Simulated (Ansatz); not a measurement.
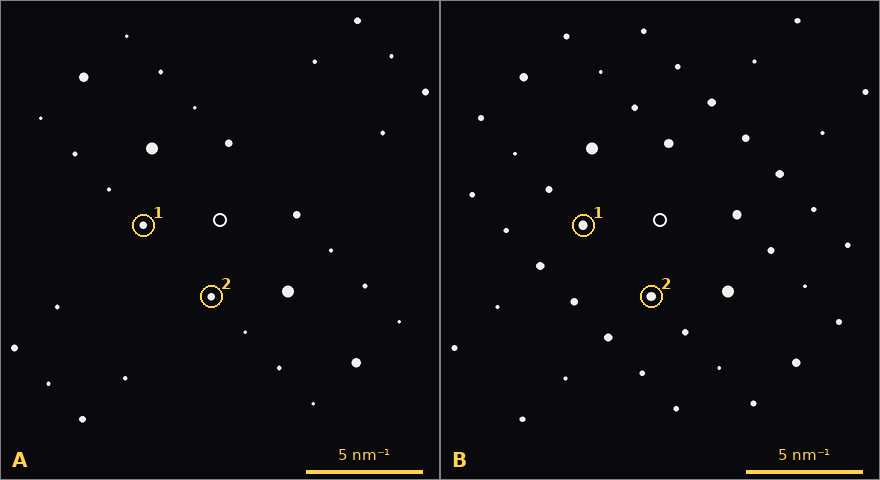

Kinematic electron diffraction patterns (300 kV, B = 0.5 Å², same scale) along [011] of the run's own cell, for the start and the end of one relaxation of Si2C with Ansatz 0.2.0, DFT, PAW plane waves, r2scan. k mesh 4×4×4. The start is a generated model structure, and the relaxation ends in the nearest stationary point of its symmetry, not necessarily the ground state. Spot 1 is -1 -1 1 and spot 2 is 1 -1 1 in both.

Start structure:

```
C Si
1.0
     4.69634    0.00000    0.00000
     0.00000    5.97581    0.00000
     0.00000    0.00000    5.16746
C Si
4 8
Direct
  0.00000 0.37500 0.25000
  0.50000 0.12500 0.75000
  0.00000 0.62500 0.75000
  0.50000 0.87500 0.25000
  0.24500 0.12500 0.08300
  0.25500 0.37500 0.58300
  0.74500 0.37500 0.91700
  0.75500 0.12500 0.41700
  0.75500 0.87500 0.91700
  0.74500 0.62500 0.41700
  0.25500 0.62500 0.08300
  0.24500 0.87500 0.58300
```

Which pattern belongs to the start structure, and which to the relaxed one?

A is the start: its cell gives d(1) = 3.004 Å, d(2) = 3.004 Å and an angle of 79.5°. The spot positions hardly differ, so the intensities decide: those computed from the start structure match A, and B is the relaxed structure.

Name reflections whose intensity changes strongly on relaxation.

1 2 -2, 0 2 -2, 2 -2 2 come into sight; 2 -1 1 goes from 0.2 to 9.5 % of the strongest spot; 1 1 -1 goes from 14 to 36 % of the strongest spot.

What did the relaxation do to the structure and the energy?

The cell was held fixed; with the mean shift removed, the atoms moved by up to 0.29 Å relative to the cell (Si most); the space group stayed Pbcn (No. 60); the free energy fell by 120 meV an atom.
